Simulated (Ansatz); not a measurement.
# C2H11NSi2: inversion of the pyramid at N4, part 2 of 2

How high is the barrier for the inversion of the pyramid at N4? Relax the two ends, then run a nudged elastic band between them. SMILES of the start: C[SiH2]C(N)[SiH3].

Ansatz 0.2.0; RKS PBE-D4/6-31G*. The steps go on from the part before.

### 4 The band

crystal.atoms is end A as relaxed above, and neb.final_atoms is end B, turned to lie on A. With 7 inner images the band has 9 in all. The start path is listed, through a guess of the saddle.

Input file input.yaml:

```yaml
crystal:
  periodic: [false, false, false]
  atoms:
    - { symbol: C, position_ang: [-0.58562, -2.246856, -0.335747] }
    - { symbol: Si, position_ang: [0.798579, -0.960751, -0.220612] }
    - { symbol: C, position_ang: [0.10541, 0.809945, -0.378917] }
    - { symbol: "N", position_ang: [1.234479, 1.758641, -0.492046] }
    - { symbol: Si, position_ang: [-0.879147, 1.246852, 1.189206] }
    - { symbol: H, position_ang: [-1.301439, -2.137885, 0.496831] }
    - { symbol: H, position_ang: [-1.145456, -2.141373, -1.280899] }
    - { symbol: H, position_ang: [-0.175625, -3.270139, -0.297533] }
    - { symbol: H, position_ang: [1.552658, -1.104943, 1.069674] }
    - { symbol: H, position_ang: [1.784344, -1.159491, -1.34585] }
    - { symbol: H, position_ang: [-0.609987, 0.806507, -1.238111] }
    - { symbol: H, position_ang: [0.881399, 2.711606, -0.641958] }
    - { symbol: H, position_ang: [1.802939, 1.532281, -1.317677] }
    - { symbol: H, position_ang: [-0.086287, 0.971925, 2.431332] }
    - { symbol: H, position_ang: [-1.242537, 2.707645, 1.167629] }
    - { symbol: H, position_ang: [-2.15651, 0.453435, 1.238879] }
basis:
  gaussian: { orbitals: "6-31G*" }
hamiltonian:
  xc: pbe
  dispersion: d4
neb:
  order_check: false
  images: 7
  f_tol: 0.05
  max_iterations: 60
  final_atoms:
    - { symbol: C, position_ang: [-0.57702172, -2.28579362, -0.30059459] }
    - { symbol: Si, position_ang: [0.72877336, -0.91488937, -0.34777548] }
    - { symbol: C, position_ang: [0.04580777, 0.86897658, -0.4090104] }
    - { symbol: "N", position_ang: [1.11861296, 1.89671296, -0.54997702] }
    - { symbol: Si, position_ang: [-1.00798833, 1.34617075, 1.10144243] }
    - { symbol: H, position_ang: [-1.19925727, -2.21054974, 0.60669575] }
    - { symbol: H, position_ang: [-1.24438186, -2.22572723, -1.17712654] }
    - { symbol: H, position_ang: [-0.09961805, -3.28054196, -0.30663979] }
    - { symbol: H, position_ang: [1.62593934, -1.00091383, 0.85980214] }
    - { symbol: H, position_ang: [1.62107471, -1.08506945, -1.55232009] }
    - { symbol: H, position_ang: [-0.62723524, 0.96166386, -1.28389978] }
    - { symbol: H, position_ang: [1.78875854, 1.78728313, 0.22221344] }
    - { symbol: H, position_ang: [1.65887542, 1.7145464, -1.40687853] }
    - { symbol: H, position_ang: [-0.10964554, 1.4765631, 2.29911721] }
    - { symbol: H, position_ang: [-1.71921143, 2.64993781, 0.89350447] }
    - { symbol: H, position_ang: [-2.02628267, 0.27902961, 1.39564778] }
  initial_path:
    images:
      - { positions_ang: [[-0.58562, -2.246856, -0.335747], [0.798579, -0.960751, -0.220612], [0.10541, 0.809945, -0.378917], [1.234479, 1.758641, -0.492046], [-0.879147, 1.246852, 1.189206], [-1.301439, -2.137885, 0.496831], [-1.145456, -2.141373, -1.280899], [-0.175625, -3.270139, -0.297533], [1.552658, -1.104943, 1.069674], [1.784344, -1.159491, -1.34585], [-0.609987, 0.806507, -1.238111], [0.881399, 2.711606, -0.641958], [1.802939, 1.532281, -1.317677], [-0.086287, 0.971925, 2.431332], [-1.242537, 2.707645, 1.167629], [-2.15651, 0.453435, 1.238879]] }
      - { positions_ang: [[-0.57746539, -2.24908702, -0.33233904], [0.77764917, -0.95019461, -0.22410005], [0.0846215, 0.81466674, -0.39947994], [1.23169796, 1.76909534, -0.54690705], [-0.87311604, 1.23796059, 1.17224237], [-1.30069143, -2.13634989, 0.49960146], [-1.1481212, -2.1333744, -1.27388866], [-0.16321457, -3.25181255, -0.30595015], [1.53972449, -1.0937639, 1.068495], [1.75617591, -1.16239917, -1.34131572], [-0.61894311, 0.81942156, -1.2473569], [0.91555533, 2.70955123, -0.54272098], [1.82571493, 1.48494976, -1.30016138], [-0.06811766, 1.02015879, 2.41409896], [-1.28627558, 2.67558026, 1.13970204], [-2.11799433, 0.42299627, 1.26428102]] }
      - { positions_ang: [[-0.56931078, -2.25131805, -0.32893108], [0.75671934, -0.93963822, -0.22758809], [0.06383301, 0.81938847, -0.42004287], [1.22891692, 1.77954968, -0.6017681], [-0.86708508, 1.22906919, 1.15527874], [-1.29994386, -2.13481477, 0.50237192], [-1.1507864, -2.12537579, -1.26687832], [-0.15080414, -3.23348609, -0.3143673], [1.52679098, -1.08258481, 1.06731601], [1.72800782, -1.16530733, -1.33678145], [-0.62789923, 0.83233611, -1.25660279], [0.94971165, 2.70749647, -0.44348395], [1.84849086, 1.43761853, -1.28264575], [-0.04994831, 1.06839257, 2.39686593], [-1.33001415, 2.64351552, 1.11177508], [-2.07947865, 0.39255753, 1.28968303]] }
      - { positions_ang: [[-0.56115617, -2.25354907, -0.32552312], [0.73578952, -0.92908184, -0.23107614], [0.04304451, 0.82411021, -0.44060581], [1.22613589, 1.79000402, -0.65662915], [-0.86105412, 1.22017778, 1.13831511], [-1.29919628, -2.13327966, 0.50514238], [-1.1534516, -2.11737719, -1.25986798], [-0.13839371, -3.21515964, -0.32278444], [1.51385747, -1.07140571, 1.06613701], [1.69983973, -1.1682155, -1.33224717], [-0.63685534, 0.84525067, -1.26584869], [0.98386798, 2.7054417, -0.34424693], [1.8712668, 1.39028729, -1.26513013], [-0.03177897, 1.11662636, 2.37963289], [-1.37375273, 2.61145079, 1.08384812], [-2.04096298, 0.3621188, 1.31508505]] }
      - { positions_ang: [[-0.55300156, -2.2557801, -0.32211516], [0.71485969, -0.91852545, -0.23456418], [0.02225601, 0.82883194, -0.46116875], [1.22335485, 1.80045836, -0.71149021], [-0.85502316, 1.21128638, 1.12135148], [-1.29844871, -2.13174454, 0.50791284], [-1.1561168, -2.10937859, -1.25285765], [-0.12598328, -3.19683319, -0.33120159], [1.50092397, -1.06022661, 1.06495801], [1.67167164, -1.17112366, -1.32771289], [-0.64581145, 0.85816522, -1.27509458], [1.01802431, 2.70338693, -0.2450099], [1.89404273, 1.34295605, -1.2476145], [-0.01360962, 1.16486014, 2.36239985], [-1.41749131, 2.57938605, 1.05592116], [-2.00244731, 0.33168006, 1.34048706]] }
      - { positions_ang: [[-0.5590066, -2.26328348, -0.31673502], [0.71833811, -0.91761643, -0.26286701], [0.02814395, 0.8388681, -0.44812916], [1.19716938, 1.82452201, -0.67111191], [-0.89326445, 1.24500747, 1.11637422], [-1.27365085, -2.15144584, 0.53260857], [-1.17818306, -2.13846575, -1.23392487], [-0.11939197, -3.21776038, -0.32506114], [1.53217781, -1.04539842, 1.01366904], [1.65902241, -1.14961011, -1.38386469], [-0.6411674, 0.88403988, -1.27729588], [1.21070787, 2.47436098, -0.12820407], [1.8352509, 1.43585364, -1.28743051], [-0.0376186, 1.24278588, 2.34657919], [-1.49292134, 2.59702399, 1.01531699], [-2.00840615, 0.31851745, 1.35427724]] }
      - { positions_ang: [[-0.56501164, -2.27078686, -0.31135488], [0.72181652, -0.91670741, -0.29116983], [0.03403189, 0.84890426, -0.43508957], [1.1709839, 1.84858566, -0.63073361], [-0.93150575, 1.27872857, 1.11139696], [-1.24885299, -2.17114714, 0.5573043], [-1.20024933, -2.16755291, -1.2149921], [-0.11280067, -3.23868757, -0.31892069], [1.56343165, -1.03057022, 0.96238008], [1.64637318, -1.12809656, -1.44001649], [-0.63652335, 0.90991454, -1.27949718], [1.40339143, 2.24533503, -0.01139823], [1.77645907, 1.52875122, -1.32724652], [-0.06162758, 1.32071162, 2.33075853], [-1.56835137, 2.61466193, 0.97471282], [-2.01436499, 0.30535484, 1.36806742]] }
      - { positions_ang: [[-0.57101668, -2.27829024, -0.30597473], [0.72529494, -0.91579839, -0.31947266], [0.03991983, 0.85894042, -0.42204999], [1.14479843, 1.87264931, -0.59035532], [-0.96974704, 1.31244966, 1.10641969], [-1.22405513, -2.19084844, 0.58200003], [-1.22231559, -2.19664007, -1.19605932], [-0.10620936, -3.25961477, -0.31278024], [1.59468549, -1.01574203, 0.91109111], [1.63372394, -1.106583, -1.49616829], [-0.63187929, 0.9357892, -1.28169848], [1.59607498, 2.01630908, 0.1054076], [1.71766725, 1.62164881, -1.36706252], [-0.08563656, 1.39863736, 2.31493787], [-1.6437814, 2.63229987, 0.93410865], [-2.02032383, 0.29219223, 1.3818576]] }
      - { positions_ang: [[-0.57702172, -2.28579362, -0.30059459], [0.72877336, -0.91488937, -0.34777548], [0.04580777, 0.86897658, -0.4090104], [1.11861296, 1.89671296, -0.54997702], [-1.00798833, 1.34617075, 1.10144243], [-1.19925727, -2.21054974, 0.60669575], [-1.24438186, -2.22572723, -1.17712654], [-0.09961805, -3.28054196, -0.30663979], [1.62593934, -1.00091383, 0.85980214], [1.62107471, -1.08506945, -1.55232009], [-0.62723524, 0.96166386, -1.28389978], [1.78875854, 1.78728313, 0.22221344], [1.65887542, 1.7145464, -1.40687853], [-0.10964554, 1.4765631, 2.29911721], [-1.71921143, 2.64993781, 0.89350447], [-2.02628267, 0.27902961, 1.39564778]] }
```

Launch:

```
$ ansatz run input.yaml --threads 2 --pin off --max-ram 3072MiB --backend cpu --events-out ev --progress --plain --runs-dir out
```

Standard output (excerpt; [...] marks lines left out):

```text
Warning: RAYON_NUM_THREADS=2 ignored (pool sized by the plan → 2); use --threads N
[...]
Functional definition: PBE
[...]
1418 factors; their error is unknown
[...]
mean field -19483.78851774 eV, -716.0160214407 hartree, gradient 2.4e-5 eV, S^2 0.000000; 0 other end points of the search recorded, 0 dependent functions left out
[...]
reference -19483.78855558 eV, -716.0160228313 hartree; 29, 29 occupied and 76, 76 virtual orbitals, 1418 factors
1418 factors; their error is unknown
[...]
mean field -19483.83161629 eV, -716.0176052832 hartree, gradient 3.5e-5 eV, S^2 0.000000; 0 other end points of the search recorded, 0 dependent functions left out
[...]
reference -19483.83165471 eV, -716.0176066950 hartree; 29, 29 occupied and 76, 76 virtual orbitals, 1418 factors
```

### 5 More of the same log: band between the two ends

Output, continued (excerpt; [...] marks lines left out):

```text
NEB end point (image 0): max|allowed force component| = 1.004e-2 eV/Å (the criterion of neb.relax_end_points is 1.000e-2)
NEB end point (image 8): max|allowed force component| = 9.329e-3 eV/Å (the criterion of neb.relax_end_points is 1.000e-2)
1418 factors; their error is unknown
mean field -19483.65955453 eV, -716.0112821302 hartree, gradient 3.1e-5 eV, S^2 0.000000; 0 other end points of the search recorded, 0 dependent functions left out
[...]
Atom 13 at    -0.006522     1.031800     2.366083 Å, force    -0.000015    -0.005200     0.000815 eV/Å
Atom 14 at    -1.232935     2.723098     1.134403 Å, force    -0.007948    -0.003201    -0.005315 eV/Å
Atom 15 at    -2.149166     0.473072     1.315515 Å, force    -0.000822     0.003617    -0.000944 eV/Å
Dipole moment:     0.009796    -0.016899    -0.138704 e Å
this run last wrote the band of iteration 15 to <dir>; this run last wrote the band within `neb.f_tol` of iteration 12 to <dir>
```

It took 3.6 min on 2 threads of Intel Xeon Platinum 8375C at 2.90GHz (Ice Lake), shared host; peak memory 0.19 GiB.

### 6 The band, image by image

Images 0 and 8 are the ends. Energies count from image 0; the path length is the program's own measure over all atoms.

| image | path (Å) | energy (eV) | sum of angles at N4 (°) | band force (eV/Å) |
| --- | --- | --- | --- | --- |
| 0 | 0.000 | 0.0000 | 326.2 | - |
| 1 | 0.160 | 0.0047 | 328.7 | 0.019 |
| 2 | 0.320 | 0.0501 | 341.5 | 0.039 |
| 3 | 0.480 | 0.1539 | 355.7 | 0.015 |
| 4* | 0.640 | 0.2111 | 359.7 | 0.019 |
| 5 | 1.147 | 0.0947 | 330.6 | 0.023 |
| 6 | 1.654 | 0.0383 | 325.9 | 0.018 |
| 7 | 2.161 | -0.0200 | 324.1 | 0.013 |
| 8 | 2.668 | -0.0388 | 323.8 | - |

The star marks the climbing image.

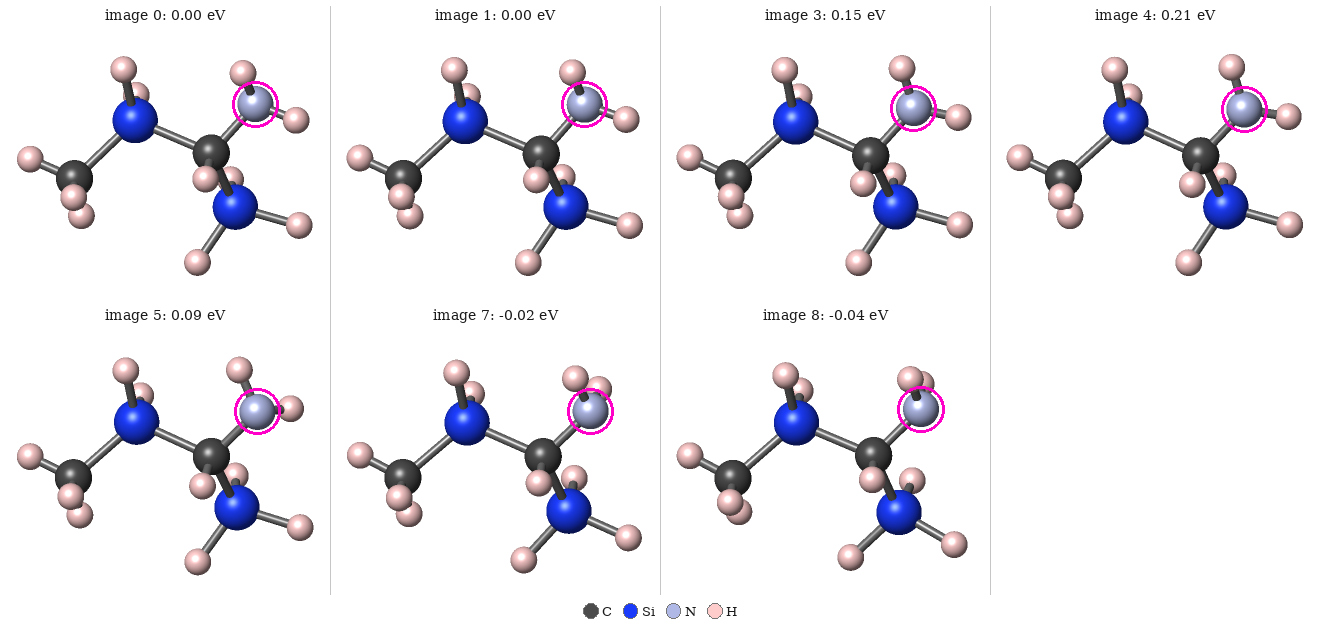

Snapshots along the band, viewed from a chosen angle. Ringed: N4. Sticks join atoms closer than a bonding distance in each image.

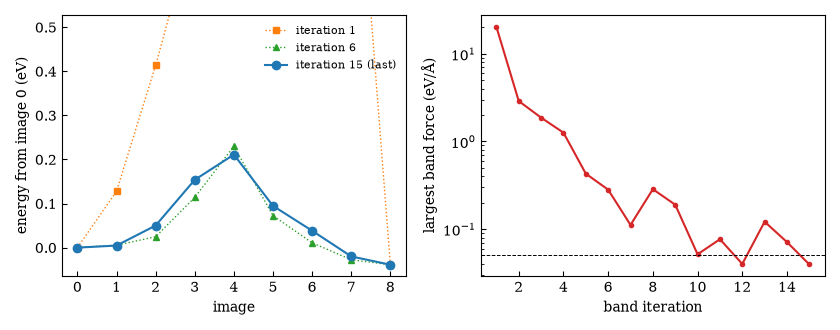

Left: energy of each image for early iterations and the last one (lines only join the points; early values far above the last band run off the scale). Right: the largest band force by iteration, with the threshold dashed.

The top of the band by iteration:

```
iteration  highest image above image 0 (eV)  largest band force (eV/Å)
        1                            2.7120                     20.312
        3                            0.2801                      1.870
        5                            0.1832                      0.429
        7                            0.2265                      0.112
        9                            0.2191                      0.190
       11                            0.2138                      0.077
       13                            0.2116                      0.121
       15                            0.2111                      0.039
```

The band as a trajectory file:

```xyz
16
image=0 dE=0.0000
C    -0.586   -2.247   -0.336
Si    0.799   -0.961   -0.221
C     0.105    0.810   -0.379
N     1.234    1.759   -0.492
Si   -0.879    1.247    1.189
H    -1.301   -2.138    0.497
H    -1.145   -2.141   -1.281
H    -0.176   -3.270   -0.298
H     1.553   -1.105    1.070
H     1.784   -1.159   -1.346
H    -0.610    0.807   -1.238
H     0.881    2.712   -0.642
H     1.803    1.532   -1.318
H    -0.086    0.972    2.431
H    -1.243    2.708    1.168
H    -2.157    0.453    1.239
16
image=1 dE=0.0047
C    -0.583   -2.270   -0.347
Si    0.774   -0.956   -0.231
C     0.078    0.812   -0.393
N     1.224    1.742   -0.472
Si   -0.880    1.262    1.186
H    -1.310   -2.166    0.476
H    -1.134   -2.192   -1.300
H    -0.150   -3.282   -0.289
H     1.526   -1.077    1.062
H     1.768   -1.142   -1.352
H    -0.630    0.826   -1.258
H     0.905    2.709   -0.607
H     1.827    1.514   -1.271
H    -0.038    1.010    2.399
H    -1.247    2.721    1.149
H    -2.151    0.465    1.295
16
image=2 dE=0.0501
C    -0.580   -2.273   -0.347
Si    0.766   -0.949   -0.242
C     0.048    0.808   -0.424
N     1.181    1.731   -0.503
Si   -0.878    1.261    1.174
H    -1.306   -2.169    0.477
H    -1.132   -2.199   -1.300
H    -0.142   -3.284   -0.287
H     1.518   -1.045    1.054
H     1.768   -1.133   -1.356
H    -0.684    0.793   -1.273
H     0.936    2.723   -0.545
H     1.883    1.500   -1.209
H    -0.010    1.021    2.371
H    -1.239    2.723    1.138
H    -2.150    0.471    1.316
16
image=3 dE=0.1539
C    -0.579   -2.273   -0.347
Si    0.764   -0.945   -0.243
C     0.034    0.807   -0.441
N     1.129    1.741   -0.596
Si   -0.876    1.260    1.168
H    -1.306   -2.169    0.476
H    -1.130   -2.198   -1.300
H    -0.140   -3.282   -0.286
H     1.518   -1.038    1.053
H     1.770   -1.132   -1.353
H    -0.722    0.760   -1.267
H     0.969    2.737   -0.484
H     1.937    1.486   -1.156
H    -0.006    1.027    2.366
H    -1.235    2.722    1.136
H    -2.150    0.473    1.318
16
image=4 dE=0.2111
C    -0.579   -2.272   -0.347
Si    0.764   -0.943   -0.243
C     0.032    0.808   -0.446
N     1.081    1.765   -0.711
Si   -0.876    1.260    1.165
H    -1.308   -2.168    0.475
H    -1.128   -2.197   -1.301
H    -0.140   -3.282   -0.286
H     1.518   -1.037    1.054
H     1.772   -1.132   -1.350
H    -0.739    0.739   -1.255
H     0.997    2.733   -0.427
H     1.971    1.474   -1.098
H    -0.007    1.032    2.366
H    -1.233    2.723    1.134
H    -2.149    0.473    1.316
16
image=5 dE=0.0947
C    -0.566   -2.272   -0.336
Si    0.759   -0.922   -0.260
C     0.014    0.826   -0.462
N     1.008    1.853   -0.869
Si   -0.898    1.289    1.140
H    -1.287   -2.173    0.492
H    -1.126   -2.207   -1.285
H    -0.115   -3.277   -0.277
H     1.540   -1.000    1.024
H     1.754   -1.105   -1.378
H    -0.772    0.745   -1.244
H     1.213    2.516   -0.116
H     1.901    1.427   -1.138
H    -0.013    1.085    2.338
H    -1.298    2.738    1.113
H    -2.135    0.452    1.302
16
image=6 dE=0.0383
C    -0.558   -2.276   -0.326
Si    0.752   -0.910   -0.268
C     0.011    0.846   -0.449
N     1.011    1.894   -0.789
Si   -0.940    1.314    1.128
H    -1.271   -2.183    0.510
H    -1.131   -2.219   -1.268
H    -0.096   -3.276   -0.271
H     1.555   -0.984    1.003
H     1.730   -1.086   -1.403
H    -0.749    0.804   -1.257
H     1.455    2.257    0.061
H     1.777    1.485   -1.342
H    -0.038    1.161    2.322
H    -1.405    2.740    1.086
H    -2.127    0.412    1.305
16
image=7 dE=-0.0200
C    -0.560   -2.287   -0.320
Si    0.737   -0.907   -0.298
C     0.018    0.862   -0.427
N     1.055    1.904   -0.671
Si   -0.976    1.339    1.121
H    -1.256   -2.195    0.531
H    -1.154   -2.246   -1.250
H    -0.083   -3.280   -0.267
H     1.567   -0.976    0.957
H     1.694   -1.077   -1.452
H    -0.702    0.890   -1.270
H     1.669    1.972    0.150
H     1.668    1.606   -1.442
H    -0.061    1.293    2.315
H    -1.546    2.722    1.022
H    -2.090    0.357    1.346
16
image=8 dE=-0.0388
C    -0.577   -2.286   -0.301
Si    0.729   -0.915   -0.348
C     0.046    0.869   -0.409
N     1.119    1.897   -0.550
Si   -1.008    1.346    1.101
H    -1.199   -2.211    0.607
H    -1.244   -2.226   -1.177
H    -0.100   -3.281   -0.307
H     1.626   -1.001    0.860
H     1.621   -1.085   -1.552
H    -0.627    0.962   -1.284
H     1.789    1.787    0.222
H     1.659    1.715   -1.407
H    -0.110    1.477    2.299
H    -1.719    2.650    0.894
H    -2.026    0.279    1.396
```

### 7 Frequencies at the highest image

The geometry is the highest inner image of the first converged band.

Input file input.yaml:

```yaml
crystal:
  periodic: [false, false, false]
  atoms:
    - { symbol: C, position_ang: [-0.578831, -2.271532, -0.347057] }
    - { symbol: Si, position_ang: [0.763803, -0.942731, -0.243437] }
    - { symbol: C, position_ang: [0.032033, 0.80763, -0.446412] }
    - { symbol: "N", position_ang: [1.08132, 1.764515, -0.710758] }
    - { symbol: Si, position_ang: [-0.875579, 1.260345, 1.164548] }
    - { symbol: H, position_ang: [-1.307633, -2.167718, 0.474547] }
    - { symbol: H, position_ang: [-1.128283, -2.19664, -1.300784] }
    - { symbol: H, position_ang: [-0.140451, -3.281605, -0.285746] }
    - { symbol: H, position_ang: [1.518032, -1.036819, 1.053569] }
    - { symbol: H, position_ang: [1.77242, -1.132018, -1.350279] }
    - { symbol: H, position_ang: [-0.739081, 0.738943, -1.255121] }
    - { symbol: H, position_ang: [0.997231, 2.733149, -0.426583] }
    - { symbol: H, position_ang: [1.970843, 1.47391, -1.098288] }
    - { symbol: H, position_ang: [-0.006522, 1.0318, 2.366083] }
    - { symbol: H, position_ang: [-1.232935, 2.723098, 1.134403] }
    - { symbol: H, position_ang: [-2.149166, 0.473072, 1.315515] }
basis:
  gaussian: { orbitals: "6-31G*" }
hamiltonian:
  xc: pbe
  dispersion: d4
phonons: {}
```

Launch:

```
$ ansatz run input.yaml --threads 2 --pin off --max-ram 3072MiB --backend cpu --events-out ev --progress --plain --runs-dir out
```

Standard output (excerpt; [...] marks lines left out):

```text
Warning: RAYON_NUM_THREADS=2 ignored (pool sized by the plan → 2); use --threads N
[...]
[... 1 set-up line as earlier in the session ...]
[...]
1418 factors; their error is unknown
[...]
mean field -19483.57731525 eV, -716.0082598925 hartree, gradient 3.5e-5 eV, S^2 0.000000; 0 other end points of the search recorded, 0 dependent functions left out
[...]
reference -19483.57735399 eV, -716.0082613160 hartree; 29, 29 occupied and 76, 76 virtual orbitals, 1418 factors
[...]
1418 factors; their error is unknown
[...]
WARN: phonons: modes at or below zero, which the zero-point energy, F, S and C_V leave out: 1, the lowest at -634.28 cm⁻¹. A minimum has none, and a first-order saddle one
[...]
Atom 10 at    -0.739081     0.738943    -1.255121 Å, force     0.003817     0.003371    -0.000774 eV/Å
Atom 11 at     0.997231     2.733149    -0.426583 Å, force     0.012412     0.005510    -0.001924 eV/Å
Atom 12 at     1.970843     1.473910    -1.098288 Å, force     0.007527     0.013922     0.001507 eV/Å
Atom 13 at    -0.006522     1.031800     2.366083 Å, force    -0.000024    -0.005187     0.000811 eV/Å
Atom 14 at    -1.232935     2.723098     1.134403 Å, force    -0.007942    -0.003199    -0.005331 eV/Å
Atom 15 at    -2.149166     0.473072     1.315515 Å, force    -0.000818     0.003619    -0.000949 eV/Å
Dipole moment:     0.009796    -0.016899    -0.138704 e Å
[...]
```

Wall time 2.1 min (2 threads of Intel Xeon Platinum 8375C at 2.90GHz (Ice Lake), shared host); peak memory 0.18 GiB.

Of 42 modes, 1 is imaginary by more than 30 cm⁻¹ (634i cm⁻¹).

### 8 Outcome

This closing draws on all 2 parts.

| quantity | value |
| --- | --- |
| end A | 9 moves, 0.488 eV lower |
| end B | 8 moves, 0.615 eV lower |
| barrier forwards | 0.21 eV |
| barrier backwards | 0.25 eV |
| second end relative to first | -0.039 eV |
| highest image | 4 of 0 to 8, climbing |
| band iterations | 15 |
| imaginary modes at the top | 634i cm⁻¹ |

In words: The top lies 0.21 eV above the first end, or 8 kT at room temperature; with a typical attempt rate of 10^13 per second that is roughly 10^9 events a second. The second end lies 0.039 eV below the first, so the way back costs 0.25 eV. One imaginary mode, as a first-order saddle point has. These are electronic energies, with no zero-point or thermal terms. Tunnelling, which matters where hydrogen moves, is missing too.
